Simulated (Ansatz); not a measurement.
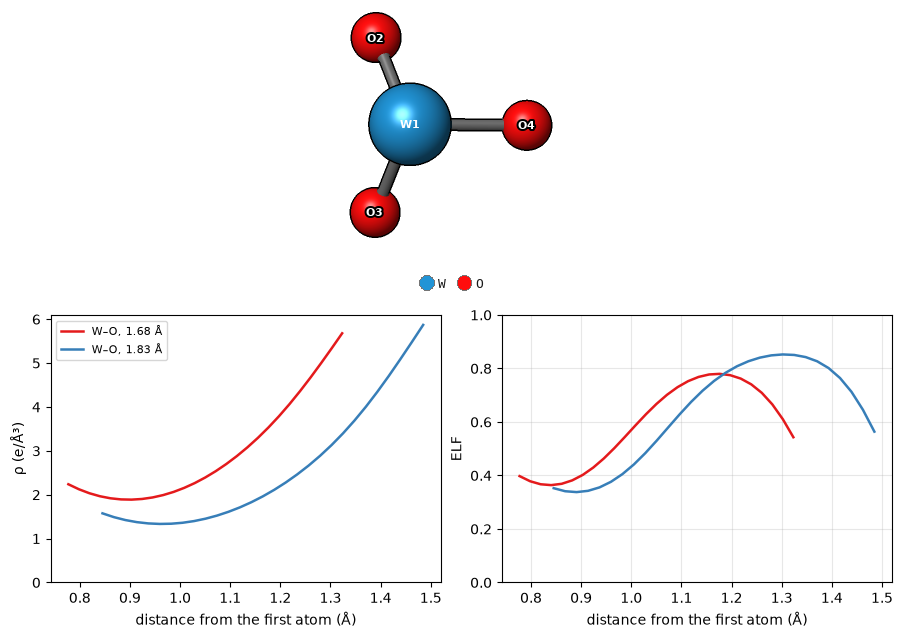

Figure 1: O3W (charge +1, doublet). Electron density and electron localisation function along straight lines between neighbouring atoms. The curves leave out the atomic cores. The structure is drawn too.

Geometry: PBE0-D4/def2-TZVP; core potentials replace the inner electrons of W.

The calculation used UKS PBE0-D4/def2-TZVP (Ansatz 0.2.0).

```xyz
4

W     0.4893   -0.2697    0.0306
O     0.4675    1.1396    0.9455
O    -0.7956   -1.1939    0.5946
O    -0.1612    0.3240   -1.5707
```

Question: What can be read from the curves?

Answer: W–O (1.68 Å): ρ at the midpoint is about 2 e/Å³; the ELF peaks at about 0.80 in the valence shell of O, 0.5 Å from its nucleus, and drops to about 0.35 between the two atoms.
W–O (1.83 Å): ρ at the midpoint is about 1.4 e/Å³; the ELF peaks at about 0.85 in the valence shell of O, 0.5 Å from its nucleus, and drops to about 0.35 between the two atoms.
